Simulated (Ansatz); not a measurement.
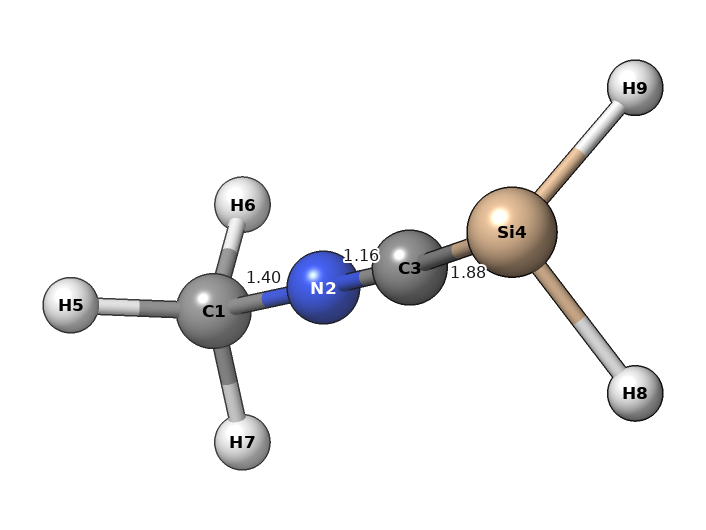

The numbers beside the sticks are distances in Å. Sticks don't show bond order. The computed structure is the end point of a PBE0-D4/def2-TZVP optimisation. No frequency run is at hand to confirm it as a minimum.

Q: Assign a bond order to each marked bond.

A: C1–N2 single; N2–C3 double; C3–Si4 double.

Q: Give the structure as SMILES.

A: CN=C=[SiH2]
